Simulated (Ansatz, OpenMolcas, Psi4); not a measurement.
# BF3 (boron trifluoride): methods side by side

BF3: 4 atoms, total charge 0, spin state singlet. As SMILES, `FB(F)F`. The shape is that of a PBE0-D4/def2-TZVP optimisation.

Quantity: the vertical ionisation energy (to the doublet cation), in eV. The values are calculated.

```tsv
level	kind	program	value (eV)	CPU time (all runs)
HF/aug-cc-pVDZ	Hartree–Fock	Ansatz	15.35	12 s
BLYP/aug-cc-pVDZ	GGA	Ansatz	14.41	16 s
TPSS/aug-cc-pVDZ	meta-GGA	Psi4	14.51	2.9 min
PBE0/aug-cc-pVDZ	global hybrid	OpenMolcas	15.32	61 s
wB97M-V/aug-cc-pVDZ	range-separated hybrid	Ansatz	15.61	99 s
wB97X/aug-cc-pVDZ	range-separated hybrid	Psi4	15.61	1.8 min
DSD-PBEP86/aug-cc-pVDZ (density fitting for correlation)	double hybrid	Psi4	15.82	44 s
RPA@PBE0/aug-cc-pVDZ	RPA	Ansatz	15.32	19 s
MP2/aug-cc-pVDZ	perturbation theory	Psi4	15.93	35 s
```

The values span 14.41 to 15.93 eV. Times are those of the runs behind each value, whatever else they computed, on shared processors of several kinds: orders of magnitude only.

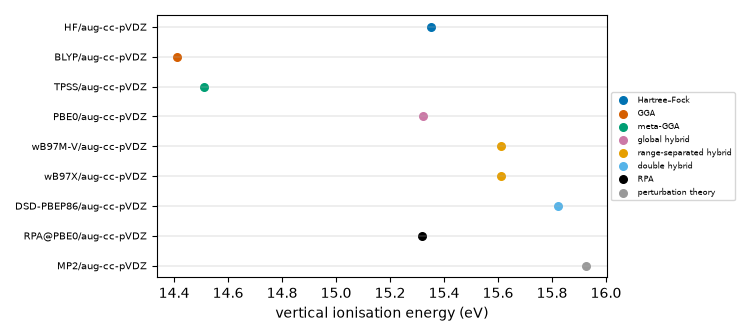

The values of the table, level by level.
